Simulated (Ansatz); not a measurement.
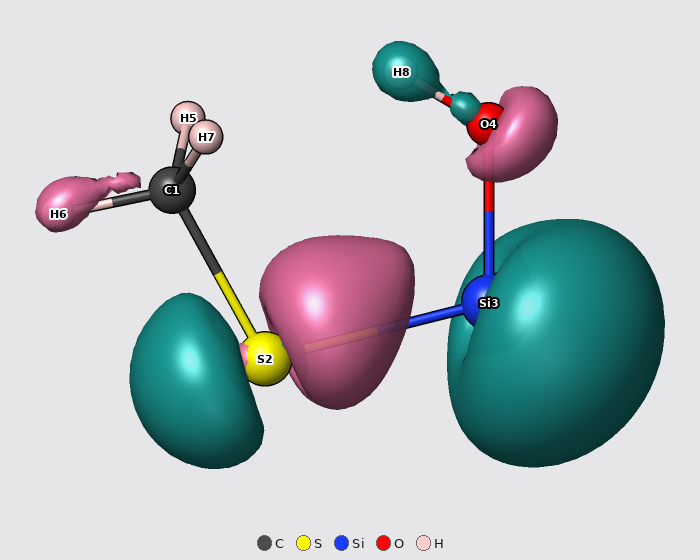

Figure. CH₄OSSi (SMILES CS[Si]O). One frontier orbital at ±0.15 Å⁻³ᐟ² (teal and pink are the two phases), seen across its widest extent.

The calculation used Ansatz, RKS PBE-D4/def2-SVP.

```xyz
8

C     0.7115    0.5356   -0.5886
S    -0.2082   -0.8509   -1.3610
Si   -1.5105   -1.6403    0.2238
O    -1.1534   -0.6512    1.5450
H     1.3059    0.1926    0.2832
H     1.4133    0.9333   -1.3463
H     0.0289    1.3560   -0.2863
H    -0.4956    0.0676    1.4742
```

**Which orbital is it: HOMO or LUMO?**

The HOMO, at −5.78 eV. Its weight (Hirshfeld) is mainly on Si3 (about 60 %) and S2 (about 25 %).
